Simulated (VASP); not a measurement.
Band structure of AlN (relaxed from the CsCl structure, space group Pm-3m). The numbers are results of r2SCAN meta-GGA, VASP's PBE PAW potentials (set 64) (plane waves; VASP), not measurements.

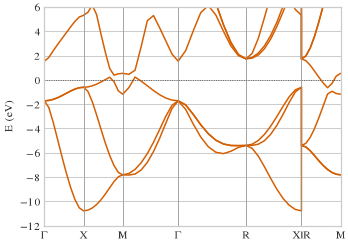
Fig. 1. Bands along high-symmetry lines, zero at the valence-band maximum or, without a gap, the Fermi level

Question: Read the plot: is there a gap, and where are the band edges?

Answer: It has no gap at this level: it comes out as a metal or semimetal.

The structure was generated: AlN was put into the CsCl type (Pm-3m), which need not be its known phase. It was relaxed first, which changed the volume by +12 %.
